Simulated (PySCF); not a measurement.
Frequency calculation, with input and output: WH$_{5}$

WH$_{5}$, multiplicity 2, computed with UKS-based PBE0, W def2-TZVP with ECP60, H def2-TZVP; non-relativistic Hamiltonian with a scalar-relativistic core potential; density fitting (PySCF 2.14.0).

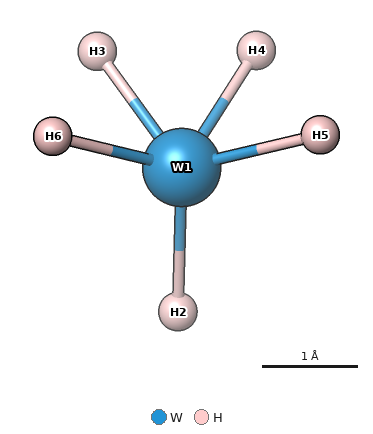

Fig. 1: The structure as given in the input (ball-and-stick view, seen at a tilt; atoms are numbered from 1 in the order of the input). Sticks mark near contacts.

Input
```python
from pyscf import gto, scf, dft
mol = gto.M(atom='''
W     -0.004360    -0.004482     0.006644
H      0.093295     0.098736     1.723414
H      1.425953     0.263967    -0.813823
H      0.222570     1.431989    -0.815596
H     -1.485026     0.493953    -0.654790
H      0.539003    -1.470601    -0.651806''',
    basis={'W': 'def2-TZVP', 'H': 'def2-TZVP'},
    ecp={'W': 'def2-TZVP'},
    charge=0, spin=1)
mf = dft.UKS(mol, xc='PBE0')
mf.grids.atom_grid = (75, 302)
aux = {'W': 'def2-universal-JKFIT', 'H': 'def2-universal-JKFIT'}
mf = mf.density_fit(auxbasis=aux)
mf.conv_tol = 1e-09
mf.diis_space = 10
mf.max_cycle = 60
mf.verbose = 4
mf.kernel()
```

The script is an equivalent of the set-up of the self-consistent field. The run itself was carried out by a driver, which started from the orbitals of the step before it where there was one and computed the further properties.

Machine: 2 threads of Arm Neoverse N1, 90 GiB of memory available, shared host.

Command:
```bash
OMP_NUM_THREADS=2 python axn.py task.json out
```

Output
```
init E= -69.9483873610385
  alpha nocc = 10  HOMO = -0.24281503288084  LUMO = -0.0796189430177058
  beta  nocc = 9  HOMO = -0.306295164168559  LUMO = -0.0799380284160122
  HOMO = -0.242815032881  LUMO = -0.079938028416  gap/eV = 4.43211
cycle= 1 E= -69.9483873610361  delta_E= 2.39e-12  |g|= 4.47e-06  |ddm|= 6.19e-06
  alpha nocc = 10  HOMO = -0.242813942926841  LUMO = -0.0796180707076632
  beta  nocc = 9  HOMO = -0.306295440674215  LUMO = -0.079937005678884
  HOMO = -0.242813942927  LUMO = -0.0799370056789  gap/eV = 4.43211
Extra cycle  E= -69.948387361021  delta_E= 1.51e-11  |g|= 6.97e-06  |ddm|= 8.79e-06
converged SCF energy = -69.948387361021  <S^2> = 0.75798767  2S+1 = 2.0079718
```

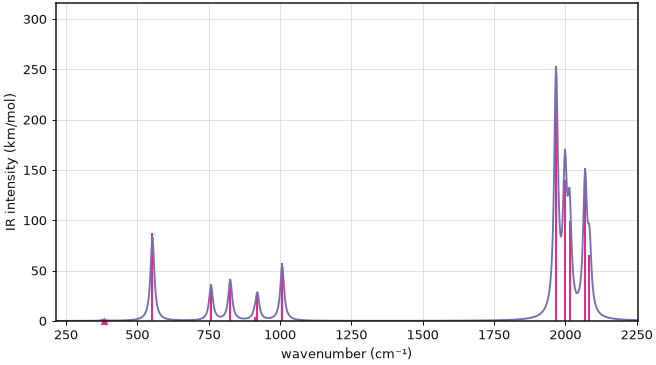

Fig. 2: Harmonic infrared spectrum, unscaled: sticks (degenerate modes added up, dark ones marked on the axis) with a Lorentzian envelope of 16 cm⁻¹ full width, scaled to the tallest stick. 12 modes from 382 to 2085 cm⁻¹, none imaginary. The strongest line is at 1968 cm⁻¹ (253 km/mol). All modes, in cm⁻¹ (km/mol): 382 (1.2), 553 (87), 759 (36), 826 (42), 911 (3.6), 921 (28), 1008 (58), 1968 (253), 1999 (140), 2015 (99), 2069 (139), 2085 (66).

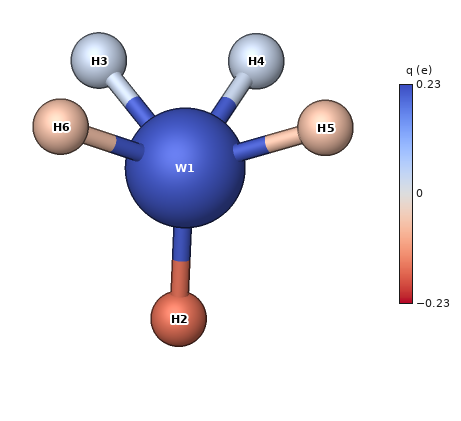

Fig. 3: Mulliken charges, as the colour of each atom (ball-and-stick view, seen on its broad side; atoms are numbered from 1 in the order of the input). By element: W +0.21 and H −0.16 to +0.03 e.

Key numbers

- outcome: converged
- total energy: −69.948387 hartree
- ⟨S²⟩: 0.758
- zero-point energy: 0.035298 hartree
- dipole moment: 1.30 D
- wavenumbers, lowest and highest: 382 and 2085 cm⁻¹
- wall time: 1.9 min (CPU time 3.1 min)
- peak memory: 1.1 GiB
